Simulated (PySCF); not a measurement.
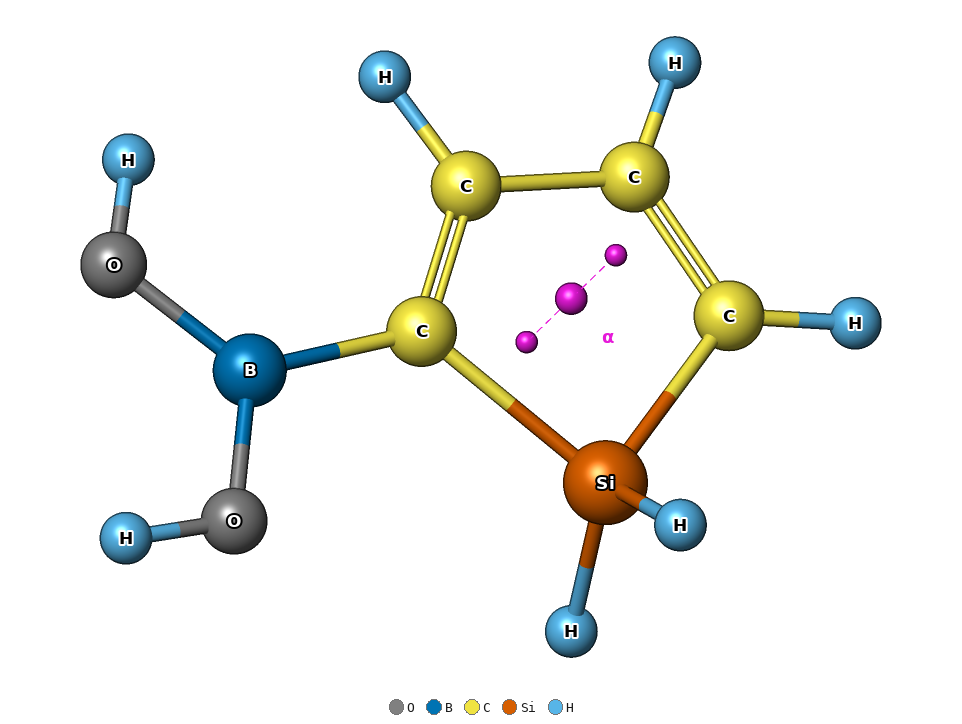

The small points mark where nucleus-independent chemical shifts (NICS) were computed: at the centre of each lettered ring and 1 Å above and below it. The computed structure is the end point of a GFN2-xTB optimisation. No frequency run is at hand to confirm it as a minimum. Level of theory: GIAO PBE0/pcSseg-1 NMR shielding, non-relativistic, gas phase (PySCF 2.14.0).

Give NICS(0), NICS(1) and the out-of-plane component NICS(1)zz for each ring (means of the two sides).

```tsv
ring	members	NICS(0)	NICS(1)	NICS(1)zz
α	C4Si	1.3	−2.0	0.4
```

Values in ppm.

### What do the values say about the ring currents?

Ring α: weak, as in a non-aromatic ring. NICS is one index among several.

The geometry is semi-empirical. Around B, Si such bond lengths and angles can be off by a tenth of an ångström or more and by several degrees, and values that hang on the shape move with them.
